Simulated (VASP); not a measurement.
Band structure of CdS (wurtzite). Calculation: AM05 GGA, VASP's PBE PAW potentials (set 64) (plane waves; VASP).

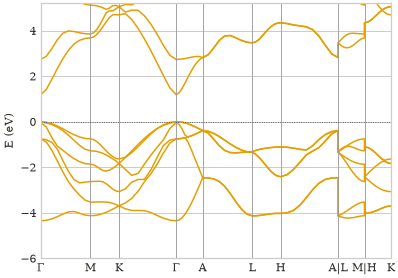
*Bands along high-symmetry lines, zero at the valence-band maximum or, without a gap, the Fermi level*

Task: Read the plot: is there a gap, and where are the band edges?

Result: The gap is direct, 1.19 eV, from the valence maximum at Γ to the conduction minimum at Γ. (Edges off the drawn lines would not show.)

Measured: gap 2.64 eV at 0 K (computed value off by -1.45 eV), as given by X. Ren et al., All-electron periodic G0W0 implementation with numerical atomic orbital basis functions: algorithm and benchmarks (2021), arXiv:2011.01400 [zero-point renormalisation of 0.068 eV removed from the gap extrapolated to 0 K (as printed)].

The compound is CdS in the wurtzite structure. It was relaxed first.
